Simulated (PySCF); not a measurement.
```xyz
17

C     2.2113   -0.1398    0.0526
N     0.7963    0.0491   -0.0822
C    -0.0115   -1.1502   -0.0100
C    -1.4211   -0.7657   -0.4490
C    -1.7491    0.5913    0.1715
Si   -0.0825    1.5022    0.1531
H     2.5836   -0.8137   -0.7262
H     2.7105    0.8210   -0.0474
H     2.4749   -0.5712    1.0267
H    -0.0204   -1.5561    1.0131
H     0.4121   -1.9190   -0.6674
H    -1.4317   -0.6714   -1.5364
H    -2.1413   -1.5355   -0.1657
H    -2.5445    1.0903   -0.3761
H    -2.1016    0.4601    1.1945
H     0.1703    2.2107    1.4172
H     0.1376    2.4099   -0.9782
```

Geometry: GFN2-xTB.

Method: PBE0/pcSseg-1, SCF density, gas phase, non-relativistic (PySCF 2.14.0).

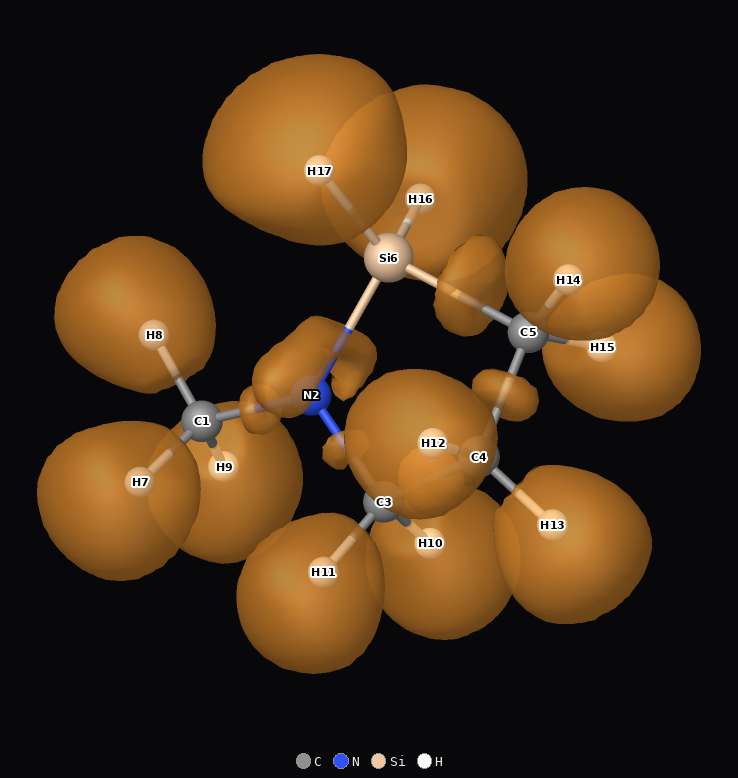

C₄H₁₁NSi (SMILES CN1CCC[SiH2]1). Isosurface of the electron localisation function at 0.85 (orange), seen at a tilt. Core shells and regions of very low density are left out.

What do the ELF domains correspond to?

Answer. The surface consists of two regions between bonded C–C atoms (shared pairs), two regions between bonded C–N atoms (shared pairs), one region between bonded C–Si atoms (shared pairs), one region between bonded N–Si atoms (shared pairs) and eleven regions around hydrogen nuclei. Along the contacts the grid gives the following. C–N (1.43 Å): the ELF peaks at about 0.95 between the atoms (a shared electron pair). C–C (1.53 Å): the ELF peaks at about 0.95 between the atoms (a shared electron pair).
